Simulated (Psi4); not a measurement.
# B3LYP/6-31G(d) (spherical functions) run of SOF2 (thionyl fluoride)

Aim: the vertical ionisation energy of SOF2 (thionyl fluoride) at B3LYP/6-31G* (spherical functions), from 2 runs. 

The results are computed with Psi4 1.11.

### 1 The system as given

SOF2 has 4 atoms, charge 0, and is taken as a singlet. SMILES: `O=S(F)F`. The coordinates come from a PBE0-D4/def2-TZVP relaxation.

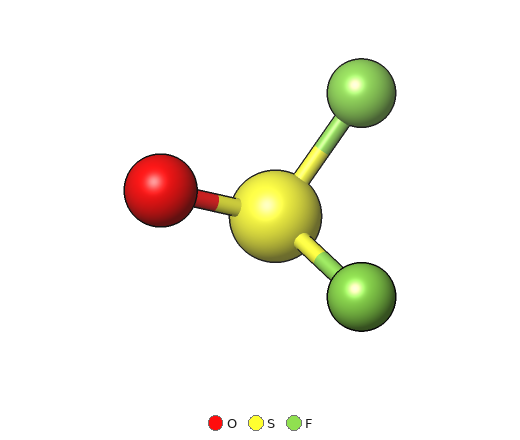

Viewed from a chosen angle; oxygen red, sulfur yellow, fluorine green.

### 2 Energy and forces at B3LYP/6-31G(d) (spherical functions)

Contents of input.json:

```json
{
  "schema_name": "qcschema_input",
  "schema_version": 1,
  "molecule": {
    "schema_name": "qcschema_molecule",
    "schema_version": 2,
    "symbols": ["O", "S", "F", "F"],
    "geometry": [1.76198064, 0.12585576, -1.92336325, -0.28591556, -0.80540127, -0.46430571, -2.12480805, 1.51971775, 0.00075589, 0.64874298, -0.84017224, 2.38691307],
    "molecular_charge": 0,
    "molecular_multiplicity": 1,
    "fix_symmetry": "c1",
    "fix_com": true,
    "fix_orientation": true
  },
  "driver": "gradient",
  "model": {
    "method": "b3lyp",
    "basis": "6-31G*"
  },
  "keywords": {
    "reference": "rks",
    "puream": true,
    "e_convergence": 1e-09,
    "d_convergence": 1e-08,
    "scf_type": "pk",
    "dft_radial_points": 99,
    "dft_spherical_points": 590,
    "scf_properties": ["DIPOLE", "LOWDIN_CHARGES", "MAYER_INDICES"]
  }
}
```

Command:

```sh
$ psi4 --qcschema input.json -n 1 --memory 1600MB
```

stdout:

```text
[...]
  Running in c1 symmetry.
[...]
  Nuclear repulsion =  193.929517276310008
[...]
  Multiplicity = 1
[...]
  Nalpha       = 21
  Nbeta        = 21
[...]
    Number of basis functions: 60
[...]
   @RKS iter   1:  -672.82336944816757    2.32239e-01   1.26336e-02 ADIIS/DIIS
[...]
   @RKS iter  12:  -673.03518954483741   -9.09495e-13   3.89278e-09 DIIS
[...]
    Orbital Energies [Eh]
    ---------------------
    Doubly Occupied:
       1A    -89.118588     2A    -24.740930     3A    -24.740887
       4A    -19.188394     5A     -8.162007     6A     -6.127031
       7A     -6.126292     8A     -6.117788     9A     -1.292859
      10A     -1.231905    11A     -1.103914    12A     -0.722563
      13A     -0.591026    14A     -0.555736    15A     -0.525567
      16A     -0.477263    17A     -0.466359    18A     -0.443318
      19A     -0.405737    20A     -0.378187    21A     -0.331376
[...]
  @RKS Final Energy:  -673.03518954483741
   => Energetics <=
    Nuclear Repulsion Energy =            193.9295172763100084
    One-Electron Energy =               -1316.3550654590526392
    Two-Electron Energy =                 494.0236420808147386
    DFT Exchange-Correlation Energy =     -44.6332834429093381
    Empirical Dispersion Energy =           0.0000000000000000
    VV10 Nonlocal Energy =                  0.0000000000000000
    Total Energy =                       -673.0351895448372943
[...]
 Multipole Moments:
 ------------------------------------------------------------------------------------
     Multipole            Electronic (a.u.)      Nuclear  (a.u.)        Total (a.u.)
 ------------------------------------------------------------------------------------
 L = 1.  Multiply by 2.5417464519 to convert [e a0] to [Debye]
 Dipole X            :          3.3030886           -3.7633895           -0.4603008
 Dipole Y            :          5.2659694           -5.7636646           -0.4976953
 Dipole Z            :          1.3693946           -1.3267767            0.0426179
 Magnitude           :                                                    0.6792597
[...]
  -Total Gradient:
     Atom            X                  Y                   Z
    ------   -----------------  -----------------  -----------------
       1       -0.031370525770    -0.012902724333     0.023713124692
       2        0.021884591484     0.030652332679     0.004847598558
       3        0.016334987192    -0.018728916302    -0.004282990891
       4       -0.006854015945     0.001015916877    -0.024234318781
[...]
```

The result, in JSON:

```text
{
 "driver": "gradient",
 "model": {
  "method": "b3lyp",
  "basis": "6-31G*"
 },
 "success": true,
 "return_result": [-0.031370525769868596, -0.012902724332909704, 0.023713124692387955, 0.02188459148402877, 0.030652332678957173, 0.004847598558296147, 0.016334987191651384, -0.018728916301767234, -0.004282990890769677, -0.006854015945366339, 0.0010159168767441863, -0.024234318780706643],
 "properties": {
  "calcinfo_nbasis": 60,
  "calcinfo_nmo": 60,
  "calcinfo_nalpha": 21,
  "calcinfo_nbeta": 21,
  "calcinfo_natom": 4,
  "nuclear_repulsion_energy": 193.92951727631,
  "return_energy": -673.0351895448374,
  "return_gradient": [-0.031370525769868596, -0.012902724332909704, 0.023713124692387955, 0.02188459148402877, 0.030652332678957173, 0.004847598558296147, 0.016334987191651384, -0.018728916301767234, -0.004282990890769677, -0.006854015945366339, 0.0010159168767441863, -0.024234318780706643],
  "scf_one_electron_energy": -1316.3550654590526,
  "scf_two_electron_energy": 494.02364208081474,
  "scf_xc_energy": -44.63328344290934,
  "scf_dipole_moment": [-0.46030083696291424, -0.49769527520837453, 0.04261785685522557],
  "scf_total_energy": -673.0351895448374,
  "scf_total_gradient": [-0.031370525769868596, -0.012902724332909704, 0.023713124692387955, 0.02188459148402877, 0.030652332678957173, 0.004847598558296147, 0.016334987191651384, -0.018728916301767234, -0.004282990890769677, -0.006854015945366339, 0.0010159168767441863, -0.024234318780706643],
  "scf_iterations": 12
 }
}
```

Run time: 12 s. Hardware: 1 thread of Intel Xeon Platinum 8259CL at 2.50GHz (Skylake/Cascade Lake), shared host; peak memory 0.58 GiB.

### 3 The doublet cation

Contents of f2os.inp:

```
memory 1600 mb

molecule {
  1 2
  O      1.76198064     0.12585576    -1.92336325
  S     -0.28591556    -0.80540127    -0.46430571
  F     -2.12480805     1.51971775     0.00075589
  F      0.64874298    -0.84017224     2.38691307
  units bohr
  symmetry c1
  no_reorient
  no_com
}

set reference uks
set puream true
set e_convergence 1e-09
set d_convergence 1e-08
set scf_type pk
set dft_radial_points 99
set dft_spherical_points 590
set maxiter 100

result, w = gradient("b3lyp/6-31G*", return_wfn=True)
```

Command:

```sh
$ psi4 f2os.inp f2os.out -n 1
```

f2os.out:

```text
[...]
  Running in c1 symmetry.
[...]
  Nuclear repulsion =  193.929517276310008
[...]
  Multiplicity = 2
[...]
  Nalpha       = 21
  Nbeta        = 20
[...]
    Number of basis functions: 60
[...]
   @UKS iter   1:  -672.34229793846885    7.13311e-01   1.23158e-02 ADIIS/DIIS
[...]
   @UKS iter  16:  -672.58785701306317   -4.54747e-13   8.98943e-09 DIIS
[...]
   @S^2 Observed:                7.591253771E-01
[...]
    Orbital Energies [Eh]
    ---------------------
    Alpha Occupied:
       1A    -89.474727     2A    -25.060320     3A    -25.060278
       4A    -19.582759     5A     -8.515462     6A     -6.479022
       7A     -6.479018     8A     -6.475401     9A     -1.607269
      10A     -1.538353    11A     -1.471111    12A     -1.047573
      13A     -0.899996    14A     -0.885500    15A     -0.853859
      16A     -0.788091    17A     -0.771952    18A     -0.741257
      19A     -0.739651    20A     -0.711875    21A     -0.692482
    Alpha Virtual:
      22A     -0.355773    23A     -0.308876    24A     -0.224564
      25A     -0.025165    26A      0.040374    27A      0.040546
[...]
  @UKS Final Energy:  -672.58785701306317
   => Energetics <=
    Nuclear Repulsion Energy =            193.9295172763100084
    One-Electron Energy =               -1302.6038719353960005
    Two-Electron Energy =                 480.3491242159210515
    DFT Exchange-Correlation Energy =     -44.2626265698981811
    Empirical Dispersion Energy =           0.0000000000000000
    VV10 Nonlocal Energy =                  0.0000000000000000
    Total Energy =                       -672.5878570130631715
[...]
 Multipole Moments:
 ------------------------------------------------------------------------------------
     Multipole            Electronic (a.u.)      Nuclear  (a.u.)        Total (a.u.)
 ------------------------------------------------------------------------------------
 L = 1.  Multiply by 2.5417464519 to convert [e a0] to [Debye]
 Dipole X            :          3.4416947           -3.7633895           -0.3216947
 Dipole Y            :          4.9557686           -5.7636646           -0.8078961
 Dipole Z            :          0.9015256           -1.3267767           -0.4252511
 Magnitude           :                                                    0.9679990
[...]
  -Total Gradient:
     Atom            X                  Y                   Z
    ------   -----------------  -----------------  -----------------
       1       -0.056333016267    -0.012175871860     0.053440697848
       2        0.045611534461    -0.021642804785    -0.074440499987
       3        0.003910344973     0.018153106944     0.009275943889
       4        0.006806079199     0.015699378517     0.011764541991
[...]
```

Run time: 20 s. Hardware: 1 thread of Intel Xeon Platinum 8259CL at 2.50GHz (Skylake/Cascade Lake), shared host; peak memory 0.58 GiB.

### 4 Outcome

At B3LYP/6-31G* (spherical functions):

```
                                          quantity          value
                        singlet SOF2: total energy  -673.03519 Eh
                       singlet SOF2: dipole moment         1.73 D
                         singlet SOF2: HOMO energy       -9.02 eV
                         singlet SOF2: LUMO energy       -0.94 eV
                       singlet SOF2: HOMO–LUMO gap        8.08 eV
            singlet SOF2: largest force on an atom     2.128 eV/Å
                      doublet cation: total energy  -672.58786 Eh
doublet cation: HOMO energy (highest over α and β)      -18.84 eV
 doublet cation: LUMO energy (lowest over α and β)      -15.32 eV
                              doublet cation: ⟨S²⟩          0.759
          doublet cation: largest force on an atom     4.625 eV/Å
vertical ionisation energy (to the doublet cation)      12.173 eV
```

Removing an electron at fixed nuclei costs 12.17 eV (1174 kJ/mol). The largest force (singlet SOF2) is 2.13 eV/Å: the shape isn't a stationary point for this species at this level. −ε(HOMO) before ionisation, 9.02 eV, is 3.16 eV below this ionisation energy.
